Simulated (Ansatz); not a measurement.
# W (Tungsten) (110): surface energy and levels

The task, for W (Tungsten): cut the (110) surface, relax it and get its surface energy and levels.

Program: Ansatz 0.2.0. Level of theory: DFT PBE, scalar-relativistic, plane waves, PAW. These are calculated values, not measurements.

1 further run of the same task is left out (set aside as unsound or not needed).

### Step 1. The structure to begin with

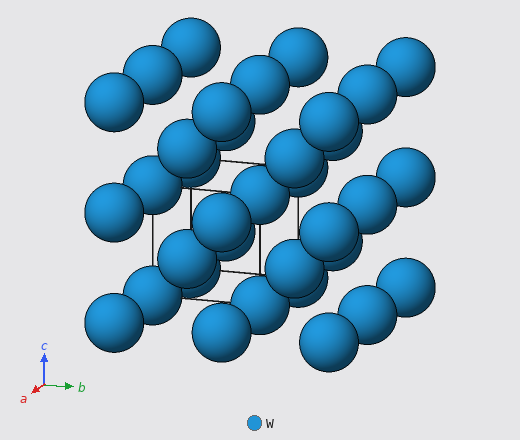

Start, viewed slightly off an axis; tungsten blue. 2×2×2 cells are drawn. Atoms on the faces are drawn again on the opposite ones. The cell drawn here is the conventional one.

As a file:

```cif
data_structure
_symmetry_space_group_name_H-M 'Im-3m'
_symmetry_Int_Tables_number 229
_cell_length_a 3.1836
_cell_length_b 3.1836
_cell_length_c 3.1836
_cell_angle_alpha 90.000
_cell_angle_beta 90.000
_cell_angle_gamma 90.000
_cell_volume 32.27
loop_
_atom_site_label
_atom_site_type_symbol
_atom_site_symmetry_multiplicity
_atom_site_Wyckoff_symbol
_atom_site_fract_x
_atom_site_fract_y
_atom_site_fract_z
_atom_site_occupancy
W1 W 2 a 0.00000 0.00000 0.00000 1
```

It is the result of an earlier relaxation at this level (volume 16.13 Å³/atom; gap on the mesh: none (metal)).

Bulk energy on matching settings, from an earlier run: -10384.8305 eV/atom.

### Step 2. Cutting the (110) slab

Miller indices refer to the conventional cell of the relaxed bulk, Im-3m (No. 229): a = 3.184 Å, b = 3.184 Å, c = 3.184 Å, α = 90.00°, β = 90.00°, γ = 90.00°.

Cut from the relaxed bulk: a (110) slab, 11.3 Å thick as cut, with 15 Å of vacuum; its outer planes are W (top) and W (bottom).

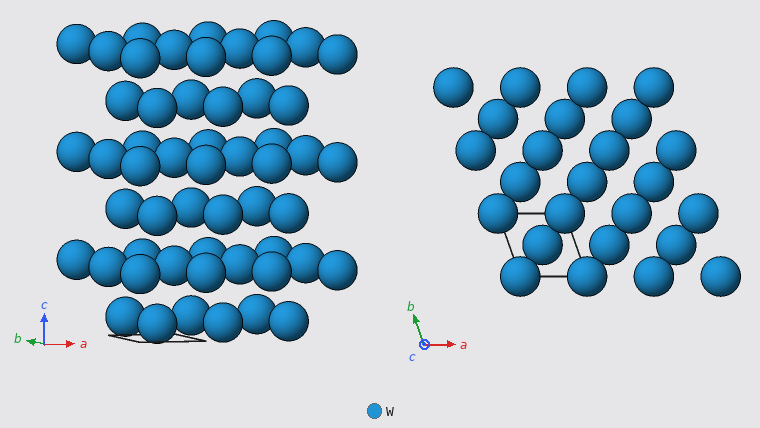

The slab as cut, seen from the side (left, normal up) and from above (right); tungsten blue. 3×3 surface cells are drawn (two deep in side views), with atoms on the cell's edges repeated; the outline under the slab is one cell, and the vacuum is left out.

### Step 3. Single point on the unrelaxed (110) slab

A dipole layer in the vacuum cancels the field that periodic copies would set up if the slab's two faces differ.

input.yaml reads:

```yaml
crystal:
  lattice:
    - [2.7570398385, 0.0, 0.0]
    - [-0.9190132795, 2.5993620877, 0.0]
    - [0.0, 0.0, 26.255568008]
  atoms:
    - { symbol: W, position: [0.5, 0.5, 0.2856536944] }
    - { symbol: W, position: [0.0, 0.0, 0.3713922166] }
    - { symbol: W, position: [0.5, 0.5, 0.4571307389] }
    - { symbol: W, position: [0.0, 0.0, 0.5428692611] }
    - { symbol: W, position: [0.5, 0.5, 0.6286077834] }
    - { symbol: W, position: [0.0, 0.0, 0.7143463056] }
basis:
  ecutwfc: 420
kpoints:
  mp_grid: { grid: [13, 13, 1] }
hamiltonian:
  xc: pbe
scf:
  occupations: { method: gaussian, width: 0.1 }
output:
  forces: true
  stress: true
  eigenvalues: true
  write_density: true
  write_potential: true
  elf: true
  volumetric_format: npy
efield:
  axis: 3
  dipole_correction: true
```

The run is started by

```bash
$ ansatz run input.yaml --threads 1 --pin off --max-ram 2560MiB --backend cpu --events-out ev --progress --plain --runs-dir out
```

The program printed, cut to the lines that bear on the results:

```text
Warning: RAYON_NUM_THREADS=1 ignored (pool sized by the plan → 1); use --threads N
[...]
Pseudopotentials: kind: paw
Pseudopotential: W, paw, valence charge 14, recommended cutoff 420 eV (normal), W.paw.azcp
Functional definition: PBE
[...]
Crystal: 6 atoms, lattice volume = 188.162 Å³
Basis set: ecut = 420 eV, 3713 PW (Γ), exchange–correlation on 40×40×360 points (8 copies of the dense FFT grid, shifted against one another)
Bands: 51, of which v1, the nominal top of the filled ones, is band 42 counted from 1 (41 counted from 0)
Symmetry: 4 space group operations
k-points: 49 of 169
[...]
SCF iter   1: F=—  HF=-62306.016862 eV  |F-HF|=—  |Δ(HF+E_count)|=         —  Δρ=6.03e-3  dr2=3.23e-1  ethr=1.77e-3  p=0.000 e·Å  D=1.28e-13 V/Å  ΔV_dip=-0.00 eV  dr2_dipole=4.68e-8  V_vac-E_F(+/−)=5.00/5.00 eV  ⟨swp⟩=7.9  Hψ=11295  notcnv=0
[...]
SCF iter   7: F=-62305.995383 eV  HF=-62305.995383 eV  |F-HF|=8.55e-8  |Δ(HF+E_count)|=   1.42e-6  Δρ=5.16e-6  dr2=4.79e-8  ethr=1.19e-10  p=-0.000 e·Å  D=-1.68e-8 V/Å  ΔV_dip=0.00 eV  dr2_dipole=6.70e-13  V_vac-E_F(+/−)=4.92/4.92 eV  ⟨swp⟩=21.7  Hψ=23999  notcnv=0
[...]
WARN: The output density's exchange-correlation potential varies sharply where the density is thin. Do not read a vacuum level from v_tot or v_xc, or from such a field of the output density. On a cell that repeats whose density bears no net charge and no dipole along the vacuum's axis use [...]
SCF converged after 7 iterations
Free energy (F): -62305.995383 eV
[...]
E sigma→0 (E₀):  -62305.985557 eV
Entropy (-TS):   -0.019653 eV (-3.275 meV/atom)
Fermi energy:    9.089256 eV
Dipole field:    D = -0.000001 V/Å  (p = -0.000001 e·Å, saw-weighted, corrected)
Work function:   Φ+ = 4.9248 eV   Φ− = 4.9248 eV
Levels:          The Fermi level and band energies are counted from a zero that moves with the ramp; work functions are not
[...]
--- Forces (eV/Å), atoms counted from 1 ---
  atom   1  W      0.00000000    -0.00000000     0.70853093
  atom   2  W      0.00000000     0.00000000    -0.75579333
  atom   3  W      0.00000000    -0.00000000     0.09584755
  atom   4  W      0.00000000     0.00000000    -0.09584690
  atom   5  W      0.00000000    -0.00000000     0.75579247
  atom   6  W      0.00000000     0.00000000    -0.70853121
[...]
--- Stress (GPa, compression-positive) ---
       -4.170461      -0.697225      -0.000000
       -0.697225      -4.663473       0.000000
       -0.000000       0.000000      -2.628226
  P = ⅓ Tr σ = -3.8207 GPa (-38.207 kbar)
--- Band table (eV; the first three rows and the last of 49) ---
[...]
```

Wall time 57 s (1 thread of Arm Neoverse V1, shared host); peak memory 0.56 GiB.

This gives work function 4.92 eV.

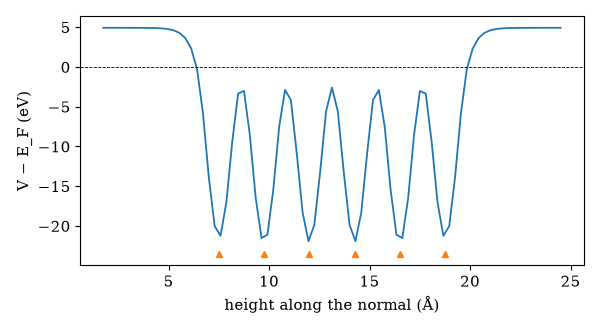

Plane-averaged electrostatic potential energy of an electron across the slab, counted from the Fermi level; triangles mark the atomic planes. The flat parts are the vacuum levels.

The maps below are laid out on this run's own conventional cell (a, b, c = 3.184, 4.502, 26.256 Å).

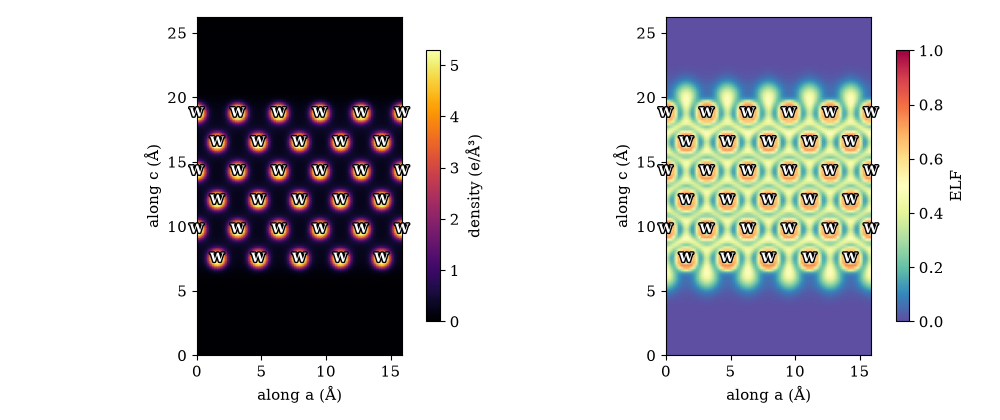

Density (left) and ELF (right) in a lattice plane of the grid's cell (edges 3.18 and 26.26 Å, at 0.000 of the third edge), which holds W. Only atoms in the plane are labelled. Both are smooth fields of the valence electrons: close to the nuclei they are not physical.

Outside the cores ELF peaks at 0.61 between the atoms, 1.9 Å from W.

### Step 4. All atoms of the slab relaxed

input.yaml, as its differences from that of step 3:

```diff
@@ -22,3 +22,2 @@
   forces: true
-  stress: true
   eigenvalues: true
@@ -28,2 +27,6 @@
   volumetric_format: npy
+relax:
+  adjacent_minimum: "off"
+  f_tol: 0.02
+  max_steps: 60
 efield:
```

The run is started by

```bash
$ ansatz run input.yaml --threads 1 --pin off --max-ram 2560MiB --backend cpu --events-out ev --progress --plain --runs-dir out
```

The program printed:

```text
Warning: RAYON_NUM_THREADS=1 ignored (pool sized by the plan → 1); use --threads N
Engine: ansatz 0.2.0, aarch64-unknown-linux-gnu
[... 3 set-up lines as earlier in the session ...]
  parameter kappa = 0.804
  parameter beta = 0.06672455060314922
  exchange = pbe_x(kappa = kappa, mu = beta*pi^2/3)
  correlation = pbe_c(beta = beta)
Crystal: 6 atoms, lattice volume = 188.162 Å³
Basis set: ecut = 420 eV, 3713 PW (Γ), exchange–correlation on 40×40×360 points (8 copies of the dense FFT grid, shifted against one another)
Bands: 51, of which v1, the nominal top of the filled ones, is band 42 counted from 1 (41 counted from 0)
[... 1 set-up line as earlier in the session ...]
k-points: 49 of 169
Non-local potential: W, projectors of the file, l = 0: 3, l = 1: 2, l = 2: 2, l = 3: 1
PAW form: soft (Blöchl's): semilocal exchange-correlation on the pseudo side does not see the compensation charge
PAW one-centre angular grid: W, 590 points (default); XC on 64 Gauss nodes
Initial density: superposition of atomic densities (neutral atoms: chi_scale 0, normalization atom), corrected by the library's trained network
Initial wavefunctions: pseudopotential atomic-orbital guess
Functional: x = pbe(κ = 0.804, μ = 0.2195149727645171), c = pbe(β = 0.06672455060314922)
SCF iter   1: F=—  HF=-62306.016862 eV  |F-HF|=—  |Δ(HF+E_count)|=         —  Δρ=6.03e-3  dr2=3.23e-1  ethr=1.77e-3  p=0.000 e·Å  D=1.68e-13 V/Å  ΔV_dip=-0.00 eV  dr2_dipole=4.82e-8  V_vac-E_F(+/−)=5.00/5.00 eV  ⟨swp⟩=7.9  Hψ=11295  notcnv=0
efield: sawtooth ramp at fractional position 0.9500 (placed from the atoms, in the widest stretch of the axis that holds none; the zero of the levels goes with the place), width 0.1000; the density the first Hamiltonian is built on has a dipole p = 0.000 e·Å; the dipole correction subtracts the counter field D = 1.68e-13 V/Å, which shifts the + side's vacuum level by -0.00 eV against the − side's; the planar-averaged density in the ramp window peaks in size at 3.8e-5 e/Å³
preconditioner: auto → LDOS  [metal: Δε(μ)=0.034 eV  Ē_g=4.811 eV  σ=0.100 eV  W_gap=0.19  n_scr=18 (ndim 8)  ℏωp=16.2 eV  f_vac=0.426  D(μ)=4.17/eV (n_scr^D=16)  β→1.0]
SCF iter   2: F=—  HF=-62306.006894 eV  |F-HF|=—  |Δ(HF+E_count)|=   9.97e-3  Δρ=3.84e-3  dr2=1.31e-1  ethr=3.84e-4  p=-0.000 e·Å  D=-2.10e-5 V/Å  ΔV_dip=0.00 eV  dr2_dipole=7.72e-7  V_vac-E_F(+/−)=4.91/4.90 eV  ⟨swp⟩=2.2  Hψ=3861  notcnv=0  defer=114
SCF iter   3: F=—  HF=-62305.995716 eV  |F-HF|=—  |Δ(HF+E_count)|=   1.12e-2  Δρ=6.82e-4  dr2=5.23e-3  ethr=1.56e-4  p=-0.000 e·Å  D=-5.62e-6 V/Å  ΔV_dip=0.00 eV  dr2_dipole=1.44e-8  V_vac-E_F(+/−)=4.93/4.93 eV  ⟨swp⟩=2.0  Hψ=3221  notcnv=0  defer=114
SCF iter   4: F=—  HF=-62305.995385 eV  |F-HF|=—  |Δ(HF+E_count)|=   3.30e-4  Δρ=1.87e-4  dr2=2.00e-4  ethr=6.23e-6  p=-0.000 e·Å  D=-1.65e-6 V/Å  ΔV_dip=0.00 eV  dr2_dipole=8.06e-10  V_vac-E_F(+/−)=4.93/4.93 eV  ⟨swp⟩=2.7  Hψ=3587  notcnv=0  defer=42
iter 5 did not close the SCF: its close was put off for the readings that it lacked (scf_convergence_deferred on its scf_iter line)
SCF iter   5: F=-62305.995379 eV  HF=-62305.995374 eV  |F-HF|=4.71e-6  |Δ(HF+E_count)|=   1.09e-5  Δρ=6.58e-5  dr2=7.93e-6  ethr=2.39e-7  p=-0.000 e·Å  D=-7.23e-7 V/Å  ΔV_dip=0.00 eV  dr2_dipole=1.52e-10  V_vac-E_F(+/−)=4.92/4.92 eV  ⟨swp⟩=2.9  Hψ=3696  notcnv=0  defer=36
iter 6 did not close the SCF: its close was put off until two iterations running show no level that it waits for move by more than its bar (scf_convergence_deferred on its scf_iter line)
SCF iter   6: F=-62305.995383 eV  HF=-62305.995382 eV  |F-HF|=1.19e-6  |Δ(HF+E_count)|=   7.33e-6  Δρ=2.17e-5  dr2=8.17e-7  ethr=9.44e-9  p=-0.000 e·Å  D=-2.65e-7 V/Å  ΔV_dip=0.00 eV  dr2_dipole=4.33e-12  V_vac-E_F(+/−)=4.92/4.92 eV  ⟨swp⟩=20.1  Hψ=26442  notcnv=0
SCF iter   7: F=-62305.995383 eV  HF=-62305.995383 eV  |F-HF|=8.46e-8  |Δ(HF+E_count)|=   1.43e-6  Δρ=5.21e-6  dr2=5.77e-8  ethr=9.73e-10  p=-0.000 e·Å  D=-5.05e-8 V/Å  ΔV_dip=0.00 eV  dr2_dipole=3.04e-13  V_vac-E_F(+/−)=4.92/4.92 eV  ⟨swp⟩=11.3  Hψ=20817  notcnv=0
SCF 1 converged in 7 iterations: F = -62305.995383 eV  dr2 = 5.77e-8
relax step   1: F+E_penalty+E_count = -62305.99538328 eV  Δ(F+E_penalty+E_count) = +0.000e0 eV  max|allowed force component| = 7.558e-1 eV/Å  Δτ_max = 0.0000 Å  (7 SCF iters, dr2 threshold 1.00e-5 eV, accepted)
[... 14 lines left out ...]
relax step   2: F+E_penalty+E_count = -62305.76024076 eV  Δ(F+E_penalty+E_count) = +2.351e-1 eV  max|allowed force component| = 2.070e0 eV/Å  Δτ_max = 0.1914 Å  (7 SCF iters, dr2 threshold 3.57e-5 eV, rejected (line search))
[... 13 lines left out ...]
relax step   3: F+E_penalty+E_count = -62306.05361115 eV  Δ(F+E_penalty+E_count) = -5.823e-2 eV  max|allowed force component| = 3.039e-1 eV/Å  Δτ_max = 0.0933 Å  (9 SCF iters, accepted)
[... 9 lines left out ...]
relax step   4: F+E_penalty+E_count = -62306.06034510 eV  Δ(F+E_penalty+E_count) = -6.734e-3 eV  max|allowed force component| = 1.741e-2 eV/Å  Δτ_max = 0.0154 Å  (5 SCF iters, dr2 threshold 5.77e-6 eV, accepted)
[... 8 lines left out ...]
relax step   5: F+E_penalty+E_count = -62306.06034646 eV  Δ(F+E_penalty+E_count) = -1.357e-6 eV  max|allowed force component| = 1.716e-2 eV/Å  Δτ_max = 0.0000 Å  (4 SCF iters, accepted)
WARN: The output density's exchange-correlation potential varies sharply where the density is thin. Do not read a vacuum level from v_tot or v_xc, or from such a field of the output density. On a cell that repeats whose density bears no net charge and no dipole along the vacuum's axis use v_es (v_loc + v_h of the components); under efield.dipole_correction with no amplitude use v_es + v_field, which holds any external_charges[].barrier, or the levels of the report's work_function block, which leave it out; under a non-zero efield.amplitude the vacuum is tilted and has no level; on a cell that repeats and bears such a dipole with no correction it is tilted too, and efield.dipole_correction with no amplitude gives each side of its ramp a level where efield: is served; in a cell that repeats whose density bears a net charge (total_charge, or a fill off its count) it is curved and has none; of a slab under crystal.periodic whose density bears no net charge use v_es, which has a level on each side, short of where the two are joined; of another it falls or rises all the way out and has none; of a slab beside external_charges read slab_vacuum_level instead, which it has where they leave it neutral. The grid or the basis barely resolves most such structure, and the values can differ between equally converged runs; as a rule a tighter scf.convergence.dr2_threshold does not remove it. Where the density itself ripples (under the LDA too) a higher basis.ecutwfc lessens it. The files hold the spikes' plane waves up to the density's cutoff. Files: v_tot_of_output_density and the like, and their columns of v_z.tsv (output.write_potential); v_xc_of_output_density and the like, and their columns of v_comp_z.tsv (output.write_potential_components). Measured: with its Gaussian average of σ = 0.25 Å subtracted twice, the exchange-correlation potential is over 0.1 eV at 100 of the grid points where the equally averaged density (valence and model cores) is under 1e-3 e/Å³, and 0.339 eV at the most among them, at an averaged density of 4.6e-8 e/Å³. The input density's (outcome.potential() and, of a run that writes arrays, v_tot and v_xc) is over 0.1 eV, so measured, at 2 points of its own thin density, 0.109 eV at the most. See output.write_potential in the manual, Limitations
SCF converged after 4 iterations
Free energy (F): -62306.060346 eV
Harris-Foulkes:  -62306.060347 eV  (|F-HF|=5.92e-8)
Internal energy: -62306.045316 eV  (E = F + TS)
E sigma→0 (E₀):  -62306.052831 eV
Entropy (-TS):   -0.015031 eV (-2.505 meV/atom)
Fermi energy:    9.118632 eV
Dipole field:    D = 0.000001 V/Å  (p = 0.000001 e·Å, saw-weighted, corrected)
Work function:   Φ+ = 4.8279 eV   Φ− = 4.8280 eV
Levels:          The Fermi level and band energies are counted from a zero that moves with the ramp; work functions are not
--- Per-component energies (eV) ---
  E_band       = -1611.167290
  E_kinetic    = 2691.103656
  E_local      = -98948.730545  (includes V_loc(G=0)·N_el)
  E_nonlocal   = 4.935339
  E_hartree    = 48408.674719
  E_xc         = -1596.918029
  E_vxc        = -1426.484084  (∫ρ·V_xc dr)
  E_paw        = -51374.656848  (= ΣΔE_a)
  E_vpaw       = -749.365062  (= ΣTr[D̂ρ^β])
  E_aug_tail   = -0.000365  (compensation charges beyond the density's cutoff)
  E_efield     = 0.000000  (sawtooth field / dipole correction)
  E_vefield    = 0.000000  (∫n·V_field dr)
  E_ewald      = 38509.546758
  E_smearing   = -0.015031  (= −TS)
  E_closure    = 0.000000  (closes the sum)
  Σ components = -62306.060346   (vs F -62306.060346, Δ=0.00e0)
--- Forces (eV/Å), atoms counted from 1 ---
  atom   1  W     -0.00000000     0.00000000    -0.01230018
  atom   2  W     -0.00000000    -0.00000000     0.01716380
  atom   3  W      0.00000000     0.00000000    -0.00612356
  atom   4  W      0.00000000    -0.00000000     0.00612381
  atom   5  W      0.00000000     0.00000000    -0.01716399
  atom   6  W      0.00000000    -0.00000000     0.01229984
  max |Σ_I F_I| component: 2.81e-7 eV/Å
--- Band table (eV; the first three rows and the last of 49) ---
  k-point 0: bands = ["-65.0153", "-64.9785", "-64.9427", "-64.9167", "-64.7635", "-64.7635", "-29.8127", "-29.6579", "-29.4083", "-29.0741", "-29.0272", "-28.9569", "-28.8477", "-28.7858", "-28.7212", "-28.6712", "-28.6709", "-28.6666", "-28.6638", "-28.6631", "-28.5193", "-28.5162", "-28.3809", "-28.3809", "-0.1778", "0.5749", "1.6958", "2.6915", "3.0339", "3.0819", "5.6792", "5.9503", "6.4693", "7.1323", "7.3414", "7.6093", "7.6610", "7.8692", "7.9875", "7.9889", "8.0399", "8.0990", "8.7620", "9.2694", "9.8312", "10.0115", "10.7288", "10.7780", "11.0974", "11.1225", "11.3139"]
[... 3 lines left out ...]
--- Relaxed structure (5 steps of the walk, 4 accepted, 0 SCFs on fresh bases) ---
  F+E_penalty+E_count = -62306.06034646 eV   max|allowed force component| = 1.716e-2 eV/Å
  atoms:
    - { symbol: W, position: [0.5, 0.5, 0.2886197367227152] }
    - { symbol: W, position: [7.04394196500061e-20, 2.1131825894858197e-19, 0.3710153374151248] }
    - { symbol: W, position: [0.5, 0.5, 0.45717065850387834] }
    - { symbol: W, position: [7.461165035173846e-21, 2.2383495105369405e-20, 0.5428293408705227] }
    - { symbol: W, position: [0.5, 0.5, 0.6289846625549408] }
    - { symbol: W, position: [5.543586965759264e-19, 1.6630760897164753e-18, 0.7113802639328184] }
```

Wall time 4.7 min (1 thread of Arm Neoverse V1, shared host); peak memory 0.59 GiB.

Step by step:

```
step  energy from step 1 (eV/cell)  largest force component (eV/Å)
   1                        0.0000                          0.7558
   2                        0.2351                          2.0697
   3                       -0.0582                          0.3039
   4                       -0.0650                          0.0174
   5                       -0.0650                          0.0172
```

Step 1 is the start. Step 2 was tried and not accepted.

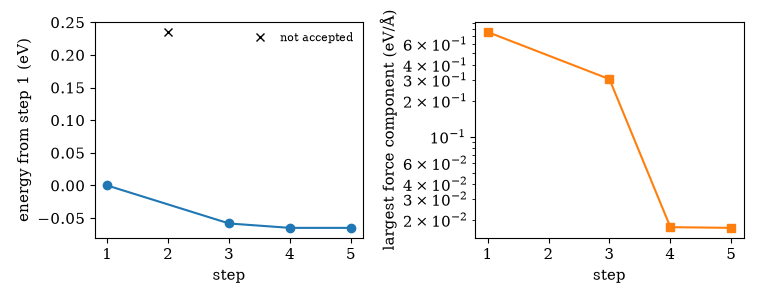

Energy and largest force along the relaxation.

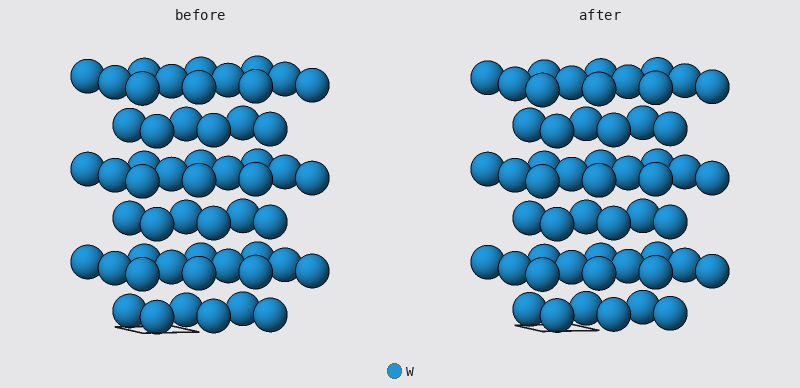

The structure before (left) and after (right) the relaxation, drawn at the same scale. The change is too small to see at this scale.

From the log: work function 4.83 eV.

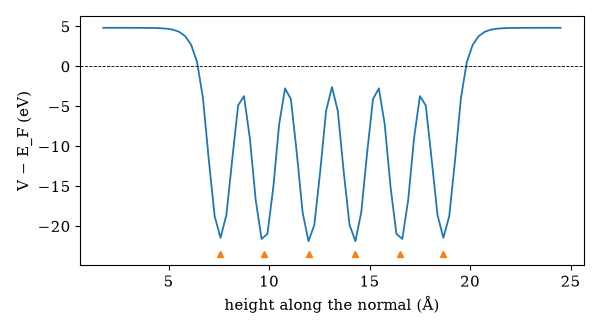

Plane-averaged electrostatic potential energy of an electron across the slab, counted from the Fermi level; triangles mark the atomic planes. The flat parts are the vacuum levels.

Axes a, b and c in the maps are those of this run's conventional cell (a, b, c = 3.184, 4.502, 26.256 Å).

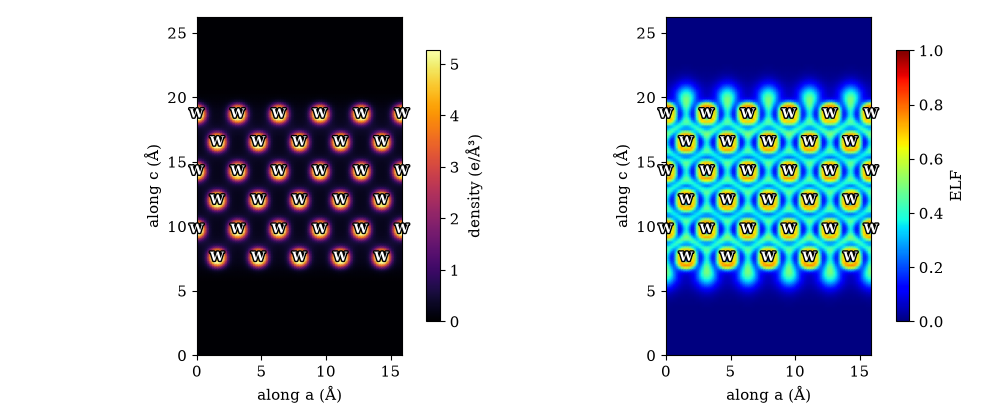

Density (left) and ELF (right) in a lattice plane of the grid's cell (edges 3.18 and 26.26 Å, at 0.000 of the third edge), which holds W. Only atoms in the plane are labelled. Both are smooth fields of the valence electrons: close to the nuclei they are not physical.

The highest ELF values outside the cores: 0.61 between the atoms, 1.8 Å from W.

### Step 5. Surface energy and levels of (110)

The surface energy is (E_slab − N·E_bulk) / 2A, with N = 6 atoms and A = 7.17 Å².

|  | as cut | relaxed |
| --- | --- | --- |
| surface energy, mean of both faces | 3.35 J/m² | 3.28 J/m² |
| work function | 4.92 eV | 4.83 eV |
| dipole along +c (e·Å/cell) | 0.000 | 0.000 |

Spacings of the planes, from the bottom up:

| plane | atoms | spacing to the next, as cut (Å) | relaxed (Å) | change (%) | rumpling (Å) |
| --- | --- | --- | --- | --- | --- |
| 1 | W | 2.251 | 2.163 | -3.9 | 0.000 |
| 2 | W | 2.251 | 2.262 | +0.5 | 0.000 |
| 3 | W | 2.251 | 2.249 | -0.1 | 0.000 |
| 4 | W | 2.251 | 2.262 | +0.5 | 0.000 |
| 5 | W | 2.251 | 2.163 | -3.9 | 0.000 |
| 6 | W |  |  |  | 0.000 |

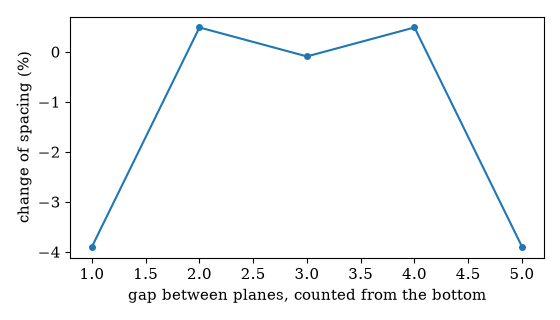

Change of each interlayer spacing on relaxation.

### Step 6. What came out

```
                                quantity      value
surface energy, (110), cut with W on top  3.28 J/m²
 work function, (110), cut with W on top    4.83 eV
```

The outermost spacing of (110) contracts by 3.9 %, and relaxation gains 0.075 J/m² a face. Spin-orbit coupling is left out for W.
